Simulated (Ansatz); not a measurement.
# How the smearing shapes the phonons of Pd-Ti-Pd stack of (111) layers

Wanted: frequencies of Pd-Ti-Pd stack of (111) layers solved wavevector by wavevector at several smearings. The first relaxation steps of the session are not shown, so no cell shown is the starting entry, unless a step says so.

Program: Ansatz 0.2.0. Level of theory: DFT PBEsol, scalar-relativistic, plane waves, PAW; PAW set soft_1. Results are calculated unless marked as measured.

### Step 1. The cell after earlier relaxation steps

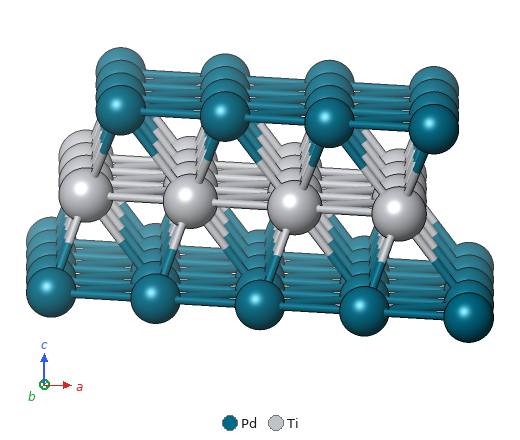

The cell as given, nearly edge on (palladium blue, titanium light grey). 4×4×1 cells are drawn. Some periodic images of atoms are drawn too.

The cell holds 3 atoms: 2 Pd and 1 Ti. Its edges and angles: a = 2.768 Å, b = 2.768 Å, c = 33.345 Å, α = 90.0°, β = 90.0°, γ = 120.0°. Vacuum lies along c.

### Step 2. Tight relaxation

Phonons are second derivatives about the minimum, so the remaining forces must be small: the thresholds are tightened. Earlier relaxation steps are not shown.

input.yaml reads:

```yaml
crystal:
  lattice:
    - [2.7680106383, 2.734e-06, 0.0]
    - [-1.3840076869, 2.3971661637, 0.0]
    - [0.0, 0.0, 33.3453454395]
  atoms:
    - { symbol: Pd, position: [0.0, 0.0, 0.1734225607] }
    - { symbol: Ti, position: [0.3333333333, 0.6666666667, 0.2365048224] }
    - { symbol: Pd, position: [0.6666666667, 0.3333333333, 0.299587084] }
  periodic: [true, true, false]
kpoints:
  mp_grid: { grid: [12, 12, 1] }
hamiltonian:
  xc: pbesol
  pseudopotentials: { kind: paw, azcp: { folder: soft_1 }, xc_functional: pbe }
scf:
  occupations: { method: methfessel_paxton, width: 0.2 }
output:
  forces: true
  stress: true
  eigenvalues: true
relax:
  adjacent_minimum: "off"
  f_tol: 0.001
  max_steps: 60
  cell: { stress_2d_tol: 0.002 }
```

The run is started by

```
> ansatz run input.yaml --threads 4 --pin off --max-ram 12288MiB --backend cpu --events-out ev --progress --plain --runs-dir out
```

Numbers of over 12 decimals in the logs are rounded to 6 here.

What it wrote:

```text
[the first part of the log is left out]
  E_paw        = -8508.739677  (= ΣΔE_a)
  E_vpaw       = -1029.432154  (= ΣTr[D̂ρ^β])
  E_aug_tail   = 0.000370  (compensation charges beyond the density's cutoff)
  E_ewald      = 91242.107037
  E_core_change = 0.744435  (= ΣΔE_core)
  E_smearing   = -0.018492  (= −TS)
  E_closure    = -0.000000  (closes the sum)
  Σ components = -16287.614156   (vs F -16287.614156, Δ=0.00e0)
--- Forces (eV/Å), atoms counted from 1 ---
  atom   1  Pd    -0.00000000    -0.00000000     0.00000457
  atom   2  Ti     0.00000000     0.00000000     0.00000000
  atom   3  Pd     0.00000000     0.00000000    -0.00000457
  max |Σ_I F_I| component: 4.20e-30 eV/Å
--- 2D stress c σ (N/m, compression-positive) ---
       -0.000220      -0.000000      -0.000000
       -0.000000      -0.000220       0.000000
       -0.000000       0.000000      -0.000000
  P = ½ c Tr σ = -0.0002 N/m
--- Band table (eV; the first three rows and the last of 19) ---
  k-point 0: bands = ["-88.9185", "-88.9185", "-61.1515", "-54.7572", "-54.7487", "-54.4679", "-54.4679", "-54.4679", "-54.4679", "-37.5788", "-37.0602", "-37.0602", "-11.1488", "-10.2055", "-9.5216", "-7.5037", "-7.5037", "-7.4357", "-7.4095", "-7.4095", "-6.3636", "-6.3636", "-6.0354", "-6.0354", "-5.8312", "-4.0479", "-3.3928", "-3.3928", "-3.3648"]
  k-point 1: bands = ["-88.9162", "-88.9162", "-61.1416", "-54.7545", "-54.7465", "-54.4882", "-54.4880", "-54.4728", "-54.4728", "-37.5702", "-37.1170", "-37.0729", "-10.9296", "-9.9915", "-9.3689", "-7.6375", "-7.5212", "-7.4164", "-7.3650", "-7.2679", "-6.5870", "-6.4285", "-6.3759", "-6.0811", "-5.6264", "-3.6781", "-3.6558", "-3.2541", "-3.2383"]
  k-point 2: bands = ["-88.9101", "-88.9101", "-61.1143", "-54.7470", "-54.7405", "-54.5434", "-54.5428", "-54.4864", "-54.4863", "-37.5468", "-37.2705", "-37.1073", "-10.3389", "-9.4533", "-8.9896", "-7.8792", "-7.7409", "-7.4312", "-7.0930", "-6.9807", "-6.9804", "-6.8651", "-6.4159", "-6.1917", "-5.2499", "-3.9738", "-3.3358", "-2.8465", "-2.7120"]
  k-point 18: bands = ["-88.8805", "-88.8805", "-60.9819", "-54.7113", "-54.7113", "-54.6791", "-54.6768", "-54.6768", "-54.6764", "-37.6294", "-37.6294", "-37.4340", "-8.4944", "-8.4592", "-8.4592", "-7.7567", "-7.6035", "-7.6035", "-7.4752", "-7.4615", "-7.3841", "-7.3841", "-3.8838", "-3.8838", "-3.4908", "-3.4908", "-1.9136", "2.1005", "2.1005"]
--- Relaxed structure (5 steps of the walk, 5 accepted, 1 SCFs on fresh bases) ---
  F+E_penalty+E_count = -16287.61415598 eV   max|allowed force component| = 4.575e-6 eV/Å   (the final SCF, on the basis selected at the relaxed cell)
  cell:  # Å, volume = 221.3327 Å³
    - [2.768470, 2.734475048668822e-6, 0]
    - [-1.384237, 2.397564, 0]
    - [0, 0, 33.3453454395]
  atoms:
    - { symbol: Pd, position: [0, 0, 0.173444] }
    - { symbol: Ti, position: [0.333333, 0.666667, 0.236505] }
    - { symbol: Pd, position: [0.666667, 0.333333, 0.299565] }
```

The job ended after 13 s (4 threads of Intel Xeon 6975P-C (Granite Rapids), shared host; peak memory 0.65 GiB; 46 s of CPU time).

Little changed from the start: no atom moved by 0.005 Å and no cell edge by 0.1 %.

Numbers from this step:

```yaml
metallic_on_mesh: yes
gap_on_the_k_mesh: 0 eV
```

### Step 3. Phonons along a line: Fermi–Dirac smearing of 0.1 eV

Each wavevector is solved by itself, so no interpolation smooths a dip of the branch.

input.yaml reads:

```yaml
crystal:
  lattice:
    - [2.7684702306, 2.7345e-06, 0.0]
    - [-1.3842374834, 2.3975641821, 0.0]
    - [0.0, 0.0, 33.3453454395]
  atoms:
    - { symbol: Pd, position: [0.0, 0.0, 0.1734444451] }
    - { symbol: Ti, position: [0.3333333333, 0.6666666667, 0.2365048224] }
    - { symbol: Pd, position: [0.6666666667, 0.3333333333, 0.2995651996] }
  periodic: [true, true, false]
kpoints:
  mp_grid: { grid: [18, 18, 1] }
hamiltonian:
  xc: pbesol
  pseudopotentials: { kind: paw, azcp: { folder: soft_1 }, xc_functional: pbe }
scf:
  occupations: { method: fermi_dirac, width: 0.1 }
output:
  eigenvalues: true
phonons:
  method: dfpt
  qpoints:
    - [0, 0, 0]
    - [0.166666667, 0.0, 0.0]
    - [0.333333333, 0.0, 0.0]
    - [0.5, 0.0, 0.0]
```

What it wrote:

```text
Warning: crystal.symmetry: narrowed to the stabiliser of the run's FFT grids — unitary ops 12 → 6. A phonons.method: dfpt run fills in the rows of the dynamical matrix that it does not solve by its symmetry operations, which is exact only for operations that map its FFT grids onto themselves: filled in by any other, the frequencies could depend on the order in which like atoms are typed, or, by more than the grids' own error, on where the crystal sits among the grids' points. Excluded: 6 operations. The run can therefore solve more perturbations, solve them on more k-points, or both, and cost more. [rest of the remark cut]
The run solves and reports these wavevectors of phonons.qpoints, in the list's order, at another value: [0.166666667, 0.0, 0.0] as [0.166667, 0.0, 0.0], [0.333333333, 0.0, 0.0] as [0.333333, 0.0, 0.0].
[...]
Crystal: 3 atoms, lattice volume = 221.333 Å³
Basis set: ecut = 420 eV, 4335 PW (Γ), exchange–correlation on 40×40×450 points (8 copies of the dense FFT grid, shifted against one another)
Bands: 29, of which v1, the nominal top of the filled ones, is band 24 counted from 1 (23 counted from 0)
Symmetry: 12 space group operations
k-points: 37 of 324 (irreducible under 6 space group operations, time reversal used)
[...]
SCF iter   1: F=—  HF=-16302.092674 eV  |F-HF|=—  |Δ(HF+E_count)|=         —  Δρ=2.04e-1  dr2=2.91e2  ethr=3.10e-3  ⟨swp⟩=16.7  Hψ=19173  notcnv=0  defer=19
automatic band count: the SCF goes on with 34 bands, as 29 were too few: they end inside the smearing window of the response
[...]
SCF iter   2: F=—  HF=-16300.252380 eV  |F-HF|=—  |Δ(HF+E_count)|=    1.84e0  Δρ=1.29e-1  dr2=5.99e1  ethr=3.10e-3  ⟨swp⟩=5.9  Hψ=4670  notcnv=0  defer=41
[...]
SCF iter  14: F=-16287.686297 eV  HF=-16287.686297 eV  |F-HF|=3.27e-11  |Δ(HF+E_count)|=  2.36e-10  Δρ=1.59e-8  dr2=5.42e-13  ethr=1.00e-12  ⟨swp⟩=24.0  Hψ=10303  notcnv=0
SCF 1 converged in 14 iterations: F = -16287.686297 eV  dr2 = 5.42e-13
[...]
NSCF: frozen V_eff on 37 k-points
[...]
DFPT response loops at q = (0, 0, 0) (fractional): preconditioner auto → none (partly filled bands, converged f_vac=0.757); β = 0.50; Broyden in place of MSR1
[...]
SCF converged after 14 iterations
Free energy (F): -16287.686297 eV
[...]
Internal energy: -16287.617030 eV  (E = F + TS)
E sigma→0 (E₀):  -16287.651663 eV
Entropy (-TS):   -0.069268 eV (-23.089 meV/atom)
Fermi energy:    -4.459043 eV
[...]
--- Band table (eV; the first three rows and the last of 37) ---
  k-point 0: bands = [... 20 lower, -6.3865, -6.3865, -6.0609, -6.0609, -5.8442, -4.0578, -3.3939, -3.3939, ... 6 higher]
  k-point 1: bands = [... 20 lower, -6.4904, -6.3919, -6.2705, -6.0818, -5.7320, -3.8686, -3.5709, -3.3319, ... 6 higher]
  k-point 2: bands = [... 20 lower, -6.7611, -6.6474, -6.4098, -6.1389, -5.5290, -3.7839, -3.4718, -3.1889, ... 6 higher]
  k-point 36: bands = [... 20 lower, -7.4070, -7.4070, -3.8920, -3.8920, -3.5025, -3.5025, -1.9242, 2.0865, ... 6 higher]
  ° read free of the cell's end (the report's vacuum.weakly_bound_levels)
--- Phonons (Γ-DFPT): 6 representative perturbations + reference (Σ response iterations 33) ---
  ASR residual: 1.121e-3 → 0.000e0 eV/Å²; symmetrization residual: 3.018e-5 eV/Å²
  The last average, over the group as it would stand without the narrowing to the FFT grids, took up to 4.387e-6 eV/Å² of the zone centre's force constants
  ASR residual per site (eV/Å²): 3.41e-4 1.12e-3 3.50e-4
  Γ frequencies (cm⁻¹): 0.00 0.00 0.00 52.18 52.18 113.58 113.58 135.96 313.86
  non-analytic LO–TO correction: not included (Born effective charges unavailable; polar crystals: no LO–TO splitting at Γ)
--- Phonons (arbitrary-q DFPT): 4 explicit q-points ---
  q = [0, 0, 0] (of the zone-centre solve; hermiticity 4.05e-6, symmetrization 1.07e-6, taken by the last average 3.10e-7): -0.00 -0.00 0.00 52.18 52.18 113.58 113.58 135.96 313.86
  q = [0.166667, 0, 0] (6 solved perturbations in 1485 linear systems a pass and spin channel, the states on 324 of 324 k-point pairs; hermiticity 6.26e-6, symmetrization 4.84e-10, taken by the last average 5.14e-7): 41.93 56.96 74.12 93.63 107.28 122.66 133.07 186.79 294.65
[...]
sum rule: each row above includes the acoustic sum rule's correction from the zone centre's row sums; it moved no ω² by more than (2.52 cm⁻¹)²
```

Wall time 13 min (4 threads); peak memory 4.4 GiB.

In the SCF lines HF is the Harris–Foulkes energy and dr2 the Hartree energy of the density residual, in eV; the loop may stop once dr2 is under the threshold and the program's other checks hold. Hψ counts applications of the Hamiltonian.

Each wavevector solved by linear response. The frequency by |q| along the line; 7 of 9 lines:

| \|q\| along the line (Å⁻¹) | mode 1 (cm⁻¹) | mode 2 (cm⁻¹) | mode 3 (cm⁻¹) | mode 4 (cm⁻¹) | mode 5 (cm⁻¹) | mode 6 (cm⁻¹) | mode 7 (cm⁻¹) |
| --- | --- | --- | --- | --- | --- | --- | --- |
| 0.000 | 0 | 0 | 0 | 52.2 | 52.2 | 114 | 114 |
| 0.437 | 41.9 | 57.0 | 74.1 | 93.6 | 107 | 123 | 133 |
| 0.874 | 94.3 | 97.3 | 104 | 124 | 164 | 166 | 173 |
| 1.310 | 107 | 112 | 117 | 148 | 182 | 192 | 198 |

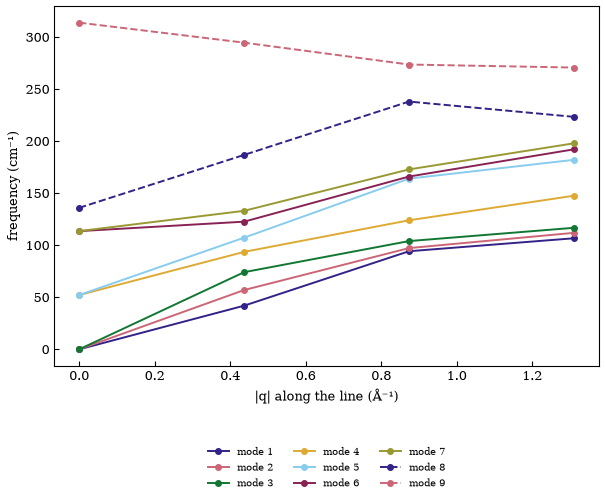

Frequency, plotted against |q| along the line.

### Step 4. Phonons along a line: Fermi–Dirac smearing of 0.25 eV

The smearing blurs the Fermi surface that screens the phonons; a Fermi–Dirac width is an electronic temperature.

input.yaml, as its differences from that of step 3:

```diff
@@ -16,3 +16,3 @@
 scf:
-  occupations: { method: fermi_dirac, width: 0.1 }
+  occupations: { method: fermi_dirac, width: 0.25 }
 output:
```

Wider smearing eases the sum over k-points of a metal but moves the result away from its zero-temperature value.

What it wrote:

```text
[...]
band count auto-derived: 33 (N_el = 48.0; filled up to band 24; 29 by the electrons, moments and atoms)
[...]
Crystal: 3 atoms, lattice volume = 221.333 Å³
Basis set: ecut = 420 eV, 4335 PW (Γ), exchange–correlation on 40×40×450 points (8 copies of the dense FFT grid, shifted against one another)
Bands: 33, of which v1, the nominal top of the filled ones, is band 24 counted from 1 (23 counted from 0)
Symmetry: 12 space group operations
k-points: 37 of 324 (irreducible under 6 space group operations, time reversal used)
[...]
SCF iter   1: F=—  HF=-16302.487617 eV  |F-HF|=—  |Δ(HF+E_count)|=         —  Δρ=2.06e-1  dr2=2.97e2  ethr=3.10e-3  ⟨swp⟩=15.6  Hψ=10034  notcnv=0
[...]
SCF iter  14: F=-16287.894097 eV  HF=-16287.894097 eV  |F-HF|=2.49e-10  |Δ(HF+E_count)|=  1.53e-10  Δρ=1.11e-8  dr2=2.35e-13  ethr=1.00e-12  ⟨swp⟩=9.5  Hψ=6498  notcnv=0
SCF 1 converged in 14 iterations: F = -16287.894097 eV  dr2 = 2.35e-13
[...]
SCF converged after 14 iterations
Free energy (F): -16287.894097 eV
[...]
Internal energy: -16287.374305 eV  (E = F + TS)
E sigma→0 (E₀):  -16287.634201 eV
Entropy (-TS):   -0.519792 eV (-173.264 meV/atom)
Fermi energy:    -4.498691 eV
[...]
--- Band table (eV; the first three rows and the last of 37) ---
  k-point 0: bands = [... 20 lower, -6.4304, -6.4304, -6.1080, -6.1080, -5.8744, -4.0807, -3.4133, -3.4133, ... 5 higher]
  k-point 1: bands = [... 20 lower, -6.5344, -6.4359, -6.3155, -6.1288, -5.7629, -3.8927, -3.5933, -3.3511, ... 5 higher]
  k-point 2: bands = [... 20 lower, -6.8054, -6.6917, -6.4543, -6.1858, -5.5587, -3.8048, -3.4967, -3.2143, ... 5 higher]
  k-point 36: bands = [... 20 lower, -7.4542, -7.4542, -3.9205, -3.9205, -3.5281, -3.5281, -1.9446, 2.0505, ... 5 higher]
  ° read free of the cell's end (the report's vacuum.weakly_bound_levels)
[...]
ASR residual: 4.659e-3 → 0.000e0 eV/Å²; symmetrization residual: 6.993e-5 eV/Å²
[...]
ASR residual per site (eV/Å²): 4.06e-4 4.66e-3 4.06e-4
  Γ frequencies (cm⁻¹): 0.00 0.00 0.00 51.00 51.00 109.78 109.78 131.86 302.85
[...]
--- Phonons (arbitrary-q DFPT): 4 explicit q-points ---
[...]
```

Run time: 11 min. Hardware: 4 threads; peak memory 4.4 GiB.

Each wavevector solved by linear response. Table of frequency by |q| along the line; 7 of 9 lines:

| \|q\| along the line (Å⁻¹) | mode 1 (cm⁻¹) | mode 2 (cm⁻¹) | mode 3 (cm⁻¹) | mode 4 (cm⁻¹) | mode 5 (cm⁻¹) | mode 6 (cm⁻¹) | mode 7 (cm⁻¹) |
| --- | --- | --- | --- | --- | --- | --- | --- |
| 0.000 | 0 | 0 | 0 | 51 | 51 | 110 | 110 |
| 0.437 | 39.5 | 54.6 | 73.1 | 90.1 | 106 | 121 | 127 |
| 0.874 | 90.8 | 95.7 | 103 | 122 | 162 | 163 | 173 |
| 1.310 | 111 | 113 | 116 | 144 | 182 | 189 | 197 |

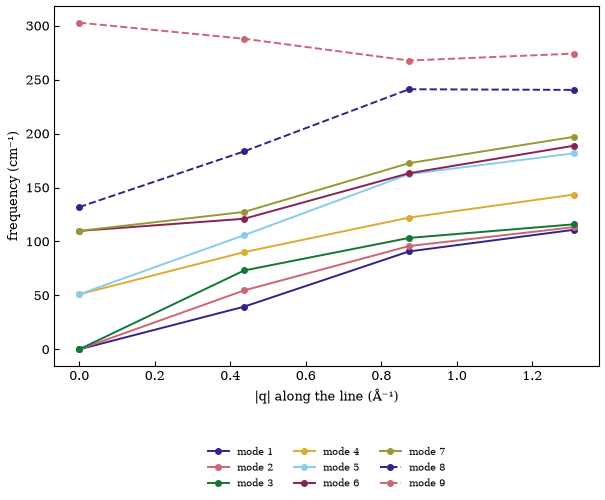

Frequency against |q| along the line.

Against step 3 (now smearing width 0.25 eV), the free energy moves by -69.3 meV an atom.

### Step 5. Phonons along a line: Fermi–Dirac smearing of 0.04 eV

The smearing blurs the Fermi surface that screens the phonons; a Fermi–Dirac width is an electronic temperature.

input.yaml, as its differences from that of step 4:

```diff
@@ -16,3 +16,3 @@
 scf:
-  occupations: { method: fermi_dirac, width: 0.25 }
+  occupations: { method: fermi_dirac, width: 0.04 }
 output:
```

Narrower smearing comes nearer the zero-temperature value but asks more of the mesh.

What it wrote:

```text
[...]
Crystal: 3 atoms, lattice volume = 221.333 Å³
Basis set: ecut = 420 eV, 4335 PW (Γ), exchange–correlation on 40×40×450 points (8 copies of the dense FFT grid, shifted against one another)
Bands: 29, of which v1, the nominal top of the filled ones, is band 24 counted from 1 (23 counted from 0)
Symmetry: 12 space group operations
k-points: 37 of 324 (irreducible under 6 space group operations, time reversal used)
[...]
SCF iter   1: F=—  HF=-16302.039866 eV  |F-HF|=—  |Δ(HF+E_count)|=         —  Δρ=2.04e-1  dr2=2.91e2  ethr=3.10e-3  ⟨swp⟩=16.4  Hψ=8464  notcnv=0
[...]
SCF iter  14: F=-16287.659268 eV  HF=-16287.659268 eV  |F-HF|=1.47e-10  |Δ(HF+E_count)|=  2.95e-10  Δρ=1.77e-8  dr2=8.74e-13  ethr=1.00e-12  ⟨swp⟩=14.8  Hψ=7997  notcnv=0
SCF 1 converged in 14 iterations: F = -16287.659268 eV  dr2 = 8.74e-13
[...]
SCF converged after 14 iterations
Free energy (F): -16287.659268 eV
[...]
Internal energy: -16287.649997 eV  (E = F + TS)
E sigma→0 (E₀):  -16287.654632 eV
Entropy (-TS):   -0.009271 eV (-3.090 meV/atom)
Fermi energy:    -4.465297 eV
[...]
--- Band table (eV; the first three rows and the last of 37) ---
  k-point 0: bands = [... 20 lower, -6.3849, -6.3849, -6.0604, -6.0604, -5.8409, -4.0553, -3.3831, -3.3831, ... 1 higher]
  k-point 1: bands = [... 20 lower, -6.4889, -6.3903, -6.2697, -6.0812, -5.7287, -3.8662, -3.5629, -3.3211, ... 1 higher]
  k-point 2: bands = [... 20 lower, -6.7597, -6.6466, -6.4084, -6.1382, -5.5253, -3.7746, -3.4690, -3.1848, ... 1 higher]
  k-point 36: bands = [... 20 lower, -7.4057, -7.4057, -3.8839, -3.8839, -3.4984, -3.4984, -1.9216, 2.0907, ... 1 higher]
[...]
ASR residual: 2.787e-4 → 0.000e0 eV/Å²; symmetrization residual: 5.499e-5 eV/Å²
[...]
ASR residual per site (eV/Å²): 1.95e-4 2.79e-4 1.84e-4
  Γ frequencies (cm⁻¹): 0.00 0.00 0.00 52.17 52.17 114.48 114.48 138.07 320.87
[...]
--- Phonons (arbitrary-q DFPT): 4 explicit q-points ---
[...]
```

Elapsed: 8.5 min, on 4 threads; peak memory 4 GiB.

Each wavevector solved by linear response. The frequency by |q| along the line; 7 of 9 lines:

| \|q\| along the line (Å⁻¹) | mode 1 (cm⁻¹) | mode 2 (cm⁻¹) | mode 3 (cm⁻¹) | mode 4 (cm⁻¹) | mode 5 (cm⁻¹) | mode 6 (cm⁻¹) | mode 7 (cm⁻¹) |
| --- | --- | --- | --- | --- | --- | --- | --- |
| 0.000 | 0 | 0 | 0 | 52.2 | 52.2 | 114 | 114 |
| 0.437 | 42.5 | 57.9 | 74.9 | 95.3 | 108 | 124 | 134 |
| 0.874 | 96.0 | 97.7 | 104 | 126 | 165 | 166 | 173 |
| 1.310 | 94.8 | 113 | 117 | 149 | 178 | 192 | 198 |

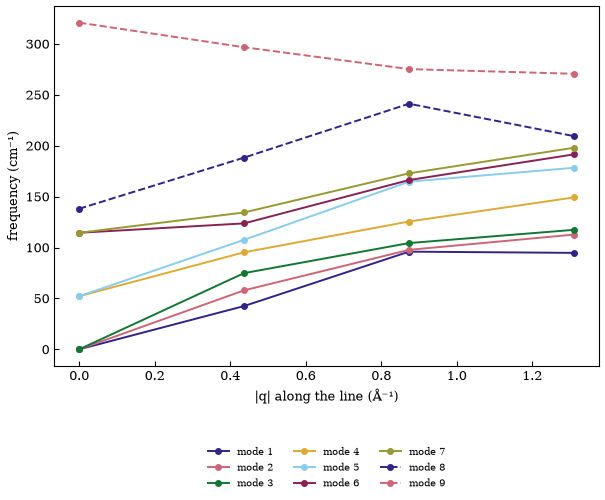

Frequency against |q| along the line.

Against step 3 (now smearing width 0.04 eV), the free energy moves by +9.0 meV an atom.

(Part 1 of 2 ends here.)

[Logs are printed without paths, hosts, clocks, repeated set-up lines and the standing remarks that a program may print on its own settings, such as how far it seeks lower states.]

[Hosts, paths, dates, database ids (printed as entryN), source tags and the programs' standing remarks are cut or masked in the printed files.]
